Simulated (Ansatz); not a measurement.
**doublet [C5H8]+ at 6 levels**

We compute a comparison of 6 runs (UHF/STO-3G, UHF/6-31G*, U-r2SCAN0/6-31G*, UB2PLYP/6-31G*, UPBE/6-31G*, UPBE0/6-31G*) of doublet [C5H8]+. 

Program for the calculation: Ansatz 0.2.0.

25 further runs of the same task are left out: 25 set aside as unsound or not needed.

### Step 1. The molecule

[C5H8]+ has 13 atoms, charge +1, and is taken as a doublet. SMILES of the parent species: `C=CCC=C`. The shape is that of a PBE0-D4/def2-TZVP optimisation. This is one conformer, not always the lowest. That shape belongs to the parent species and isn't relaxed for this state.

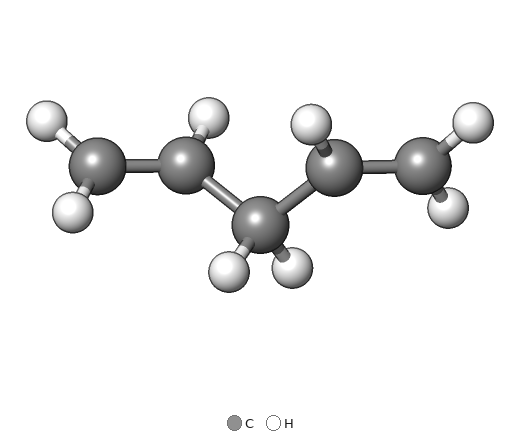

Viewed from a chosen angle; carbon grey, hydrogen white.

### Step 2. The energy at UHF/STO-3G (run 1)

File molecule.yaml:

```yaml
crystal:
  periodic: [false, false, false]
  atoms:
    - {symbol: C, position_ang: [-0.915460, 1.603210, -1.477320]}
    - {symbol: C, position_ang: [0.029350, 0.880420, -0.893480]}
    - {symbol: C, position_ang: [-0.156070, -0.510820, -0.370950]}
    - {symbol: C, position_ang: [0.061710, -0.583130, 1.109020]}
    - {symbol: C, position_ang: [1.009800, -1.294020, 1.702060]}
    - {symbol: H, position_ang: [-1.916380, 1.209870, -1.628060]}
    - {symbol: H, position_ang: [-0.724340, 2.610440, -1.828840]}
    - {symbol: H, position_ang: [1.019910, 1.308400, -0.752450]}
    - {symbol: H, position_ang: [-1.168910, -0.850990, -0.614460]}
    - {symbol: H, position_ang: [0.544880, -1.190850, -0.868020]}
    - {symbol: H, position_ang: [-0.614050, 0.017810, 1.714420]}
    - {symbol: H, position_ang: [1.705180, -1.899450, 1.128320]}
    - {symbol: H, position_ang: [1.124390, -1.300900, 2.779760]}
basis:
  gaussian:
    orbitals: STO-3G
total_charge: 1
magnetization:
  spin_polarized: true
  initial_magnetization: 1
hamiltonian:
  xc: hf
accuracy: high
output:
  orbitals: {seedname: orbitals}
```

Launch:

```bash
$ ansatz run molecule.yaml --threads 1 --pin off --max-ram 3480MiB --events-out events.jsonl --progress --plain --runs-dir runs
```

The program printed:

```text
Warning: RAYON_NUM_THREADS=1 ignored (pool sized by the plan → 1); use --threads N
Functional definition: HF
  name "HF"
  exchange = exact_x
  correlation = 0
694 factors; integrals over basis functions are off by at most 4.5e-9 eV
mean field evaluation 1: about -5204.8003 eV, gradient 1.0e1 eV
mean field evaluation 2: about -5205.0040 eV, gradient 1.0e1 eV
mean field evaluation 4: about -5205.9306 eV, gradient 1.3e0 eV
mean field evaluation 8: about -5206.0697 eV, gradient 1.6e-1 eV
mean field evaluation 16: about -5206.3742 eV, gradient 3.6e-1 eV
mean field evaluation 32: about -5196.4688 eV, gradient 6.4e0 eV
mean field evaluation 64: about -5200.5049 eV, gradient 1.3e1 eV
mean field -5206.37295197 eV, -191.3306769786 hartree, gradient 1.5e-8 eV, S^2 0.988380; 3 other end points of the search recorded, 0 dependent functions left out
reference -5206.37295197 eV, -191.3306769786 hartree; 19, 18 occupied and 14, 15 virtual orbitals, 694 factors
Total energy: -5206.37295197 eV, -191.3306769786 hartree
```

It took 0.87 s on 1 thread of Arm Neoverse V2, shared host.

### Step 3. A single-point energy at UHF/6-31G(d) (spherical functions) (run 2)

File input.yaml:

```yaml
crystal:
  periodic: [false, false, false]
  atoms:
    - symbol: C
      position_ang: [-0.915460, 1.603210, -1.477320]
    - symbol: C
      position_ang: [0.029350, 0.880420, -0.893480]
    - symbol: C
      position_ang: [-0.156070, -0.510820, -0.370950]
    - symbol: C
      position_ang: [0.061710, -0.583130, 1.109020]
    - symbol: C
      position_ang: [1.009800, -1.294020, 1.702060]
    - symbol: H
      position_ang: [-1.916380, 1.209870, -1.628060]
    - symbol: H
      position_ang: [-0.724340, 2.610440, -1.828840]
    - symbol: H
      position_ang: [1.019910, 1.308400, -0.752450]
    - symbol: H
      position_ang: [-1.168910, -0.850990, -0.614460]
    - symbol: H
      position_ang: [0.544880, -1.190850, -0.868020]
    - symbol: H
      position_ang: [-0.614050, 0.017810, 1.714420]
    - symbol: H
      position_ang: [1.705180, -1.899450, 1.128320]
    - symbol: H
      position_ang: [1.124390, -1.300900, 2.779760]
basis:
  gaussian:
    orbitals: 6-31G_st_-spherical.json
total_charge: 1
magnetization:
  spin_polarized: true
  initial_magnetization: 1
hamiltonian:
  xc: hf
accuracy: high
output:
  orbitals: {seedname: orbitals}
```

The basis set 6-31G* is read from a file made from the Basis Set Exchange's data (not shown).

Launch:

```bash
$ ansatz run input.yaml --threads 1 --pin off --max-ram 3480MiB --events-out events.jsonl --progress --plain --runs-dir runs
```

The program printed:

```text
Warning: RAYON_NUM_THREADS=1 ignored (pool sized by the plan → 1); use --threads N
[... 4 set-up lines as earlier in the session ...]
2153 factors; integrals over basis functions are off by at most 7.6e-9 eV
mean field evaluation 1: about -5265.6728 eV, gradient 2.2e1 eV
mean field evaluation 2: about -5265.6731 eV, gradient 2.2e1 eV
mean field evaluation 4: about -5268.8443 eV, gradient 2.8e0 eV
mean field evaluation 8: about -5268.9898 eV, gradient 2.5e-1 eV
mean field evaluation 16: about -5268.9935 eV, gradient 6.2e-3 eV
mean field evaluation 32: about -5269.1554 eV, gradient 1.4e0 eV
mean field evaluation 64: about -5269.2350 eV, gradient 7.1e-1 eV
mean field evaluation 96: about -5268.3519 eV, gradient 4.7e-1 eV
mean field evaluation 128: about -5268.9935 eV, gradient 2.6e-4 eV
mean field -5269.29449652 eV, -193.6430010910 hartree, gradient 7.4e-8 eV, S^2 0.772408; 3 other end points of the search recorded, 0 dependent functions left out
reference -5269.29449652 eV, -193.6430010910 hartree; 19, 18 occupied and 67, 68 virtual orbitals, 2153 factors
Total energy: -5269.29449652 eV, -193.6430010910 hartree
```

It took 11 s on 1 thread of Arm Neoverse V2, shared host; peak memory 0.33 GiB.

Run 3 isn't shown in full; the table further down has it.

### Step 4. The energy at UB2PLYP/6-31G(d) (spherical functions) (run 4)

input.yaml: that of step 3 with these lines changed.

```diff
@@ -30,12 +30,8 @@
 basis:
-  gaussian:
-    orbitals: 6-31G_st_-spherical.json
+  gaussian: {orbitals: 6-31G_st_-spherical.json}
 total_charge: 1
-magnetization:
-  spin_polarized: true
-  initial_magnetization: 1
-hamiltonian:
-  xc: hf
+magnetization: {spin_polarized: true, initial_magnetization: 1}
+hamiltonian: {xc: {name: B2PLYP}}
+correlation: {frozen_orbitals: {C: 1, H: 0}}
 accuracy: high
-output:
-  orbitals: {seedname: orbitals}
+output: {orbitals: {seedname: orbitals}}
```

The basis set 6-31G* is read from a file made from the Basis Set Exchange's data (not shown).

Launch:

```bash
$ ansatz run input.yaml --threads 1 --pin off --max-ram 3480MiB --events-out events.jsonl --progress --plain --runs-dir runs
```

The program printed, shortened:

```text
Warning: RAYON_NUM_THREADS=1 ignored (pool sized by the plan → 1); use --threads N
Functional definition: B2PLYP
  name "B2PLYP"
[...]
2153 factors; integrals over basis functions are off by at most 7.6e-9 eV
[...]
mean field -5292.75757240 eV, -194.5052532259 hartree, gradient 6.6e-8 eV, S^2 0.780436; 2 other end points of the search recorded, 0 dependent functions left out
5 core orbitals not correlated: weight in the atoms' cores, before any rotation towards them, 1.000 or more for the frozen orbitals, at most 0.000 for the correlated occupied ones
reference -5292.75759623 eV, -194.5052541014 hartree; 14, 13 occupied and 67, 68 virtual orbitals, 2153 factors
second order -20.25522437 eV of doubles, -0.00000000 eV of singles
Total energy: -5298.22650681 eV, -194.7062328582 hartree
```

Wall time 20 s (1 thread of Arm Neoverse V2, shared host); peak memory 0.42 GiB.

Run 5 isn't shown in full; the table further down has it.

### Step 5. A single-point energy at UPBE0/6-31G(d) (spherical functions) (run 6)

File job.yaml:

```yaml
crystal:
  periodic: [false, false, false]
  atoms:
    - {symbol: C, position_ang: [-0.915460, 1.603210, -1.477320]}
    - {symbol: C, position_ang: [0.029350, 0.880420, -0.893480]}
    - {symbol: C, position_ang: [-0.156070, -0.510820, -0.370950]}
    - {symbol: C, position_ang: [0.061710, -0.583130, 1.109020]}
    - {symbol: C, position_ang: [1.009800, -1.294020, 1.702060]}
    - {symbol: H, position_ang: [-1.916380, 1.209870, -1.628060]}
    - {symbol: H, position_ang: [-0.724340, 2.610440, -1.828840]}
    - {symbol: H, position_ang: [1.019910, 1.308400, -0.752450]}
    - {symbol: H, position_ang: [-1.168910, -0.850990, -0.614460]}
    - {symbol: H, position_ang: [0.544880, -1.190850, -0.868020]}
    - {symbol: H, position_ang: [-0.614050, 0.017810, 1.714420]}
    - {symbol: H, position_ang: [1.705180, -1.899450, 1.128320]}
    - {symbol: H, position_ang: [1.124390, -1.300900, 2.779760]}
basis:
  gaussian:
    orbitals: 6-31G_st_-spherical.json
total_charge: 1
magnetization:
  spin_polarized: true
  initial_magnetization: 1
hamiltonian:
  xc: pbe0
accuracy: high
output: {orbitals: {seedname: orbitals}}
```

The basis set 6-31G* is read from a file made from the Basis Set Exchange's data (not shown).

Launch:

```bash
$ ansatz run job.yaml --threads 1 --pin off --max-ram 3480MiB --events-out events.jsonl --progress --plain --runs-dir runs
```

The program printed:

```text
Warning: RAYON_NUM_THREADS=1 ignored (pool sized by the plan → 1); use --threads N
Functional definition: PBE0
  name "PBE0"
  parameter a = 0.25
  parameter kappa = 0.804
  parameter beta = 0.06672455060314922
  exchange = (1 - a)*pbe_x(kappa = kappa, mu = beta*pi^2/3) + a*exact_x
  correlation = pbe_c(beta = beta)
2153 factors; integrals over basis functions are off by at most 7.6e-9 eV
mean field evaluation 1: about -5290.1053 eV, gradient 3.9e1 eV
mean field evaluation 2: about -5290.7011 eV, gradient 3.7e1 eV
mean field evaluation 4: about -5297.9283 eV, gradient 1.6e0 eV
mean field evaluation 8: about -5298.2854 eV, gradient 4.9e-1 eV
mean field evaluation 16: about -5298.2873 eV, gradient 2.2e-3 eV
mean field evaluation 32: about -5298.2873 eV, gradient 5.8e-8 eV
mean field -5298.28730021 eV, -194.7084669745 hartree, gradient 5.8e-8 eV, S^2 0.761714; 2 other end points of the search recorded, 0 dependent functions left out
reference -5298.28730223 eV, -194.7084670488 hartree; 19, 18 occupied and 67, 68 virtual orbitals, 2153 factors
Total energy: -5298.28730223 eV, -194.7084670488 hartree
```

It took 18 s on 1 thread of Arm Neoverse V2, shared host; peak memory 0.42 GiB.

### Step 6. Overview of the runs

```tsv
run	level	frozen core orbitals	energy (Eh)	HOMO energy (eV)	LUMO energy (eV)	⟨S²⟩	wall time
1	UHF/STO-3G	–	-191.330677	-13.96	-5.93	0.988	0.87 s
2	UHF/6-31G* (spherical functions)	–	-193.643001	-14.37	-6.86	0.772	11 s
3	U-r2SCAN0/6-31G* (spherical functions)	–	-194.805283	-12.79	-11.00	0.775	36 s
4	UB2PLYP/6-31G* (spherical functions)	5	-194.706233	-13.02	-9.85	0.780	20 s
5	UPBE/6-31G* (spherical functions)	–	-194.683374	-12.14	-11.80	0.753	16 s
6	UPBE0/6-31G* (spherical functions)	–	-194.708467	-12.77	-11.12	0.762	18 s
```

### Step 7. Outcome

| quantity | value |
| --- | --- |
| run 6: total energy | -194.70847 Eh |
| run 6: HOMO energy (highest over α and β) | -12.77 eV |
| run 6: LUMO energy (lowest over α and β) | -11.12 eV |
| run 6: ⟨S²⟩ | 0.762 |

What this shows: Totals of different functionals can't be ranked against each other. In run 1 the basis is minimal, so the values are rough. Spin contamination of the reference: run 1 ⟨S²⟩ = 0.99. All runs together took 1.7 min, the longest 36 s.
